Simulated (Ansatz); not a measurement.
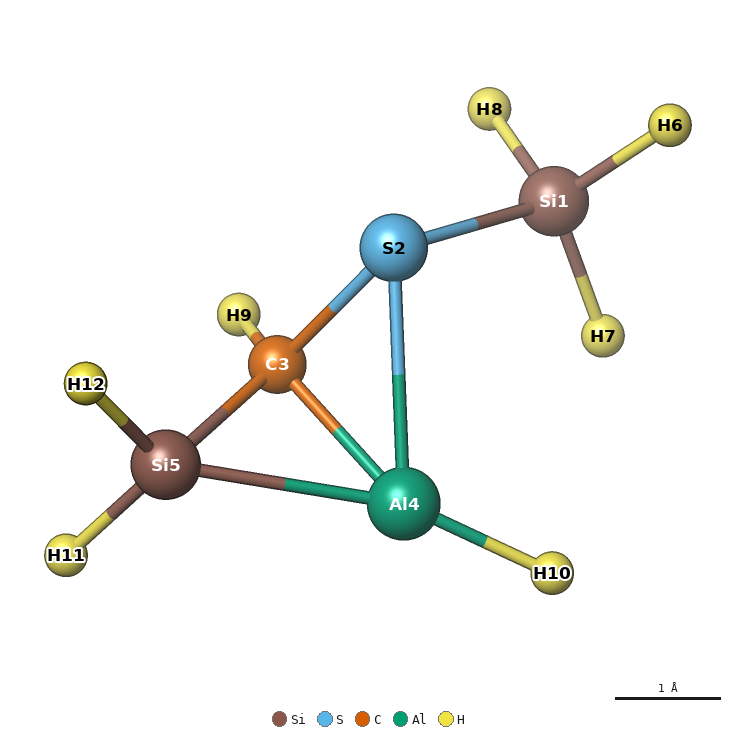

Orthographic view. Atoms fade into the background with distance from the viewer. The geometry was computed by an optimisation with PBE-D4/def2-SVP. No frequency run is at hand to confirm it as a minimum.

List the bonded neighbours of every atom.

Si1: S2, H6, H7, H8
S2: Si1, C3, Al4
C3: S2, Al4, Si5, H9
Al4: S2, C3, Si5, H10
Si5: C3, Al4, H11, H12
(terminal hydrogens appear only as neighbours)
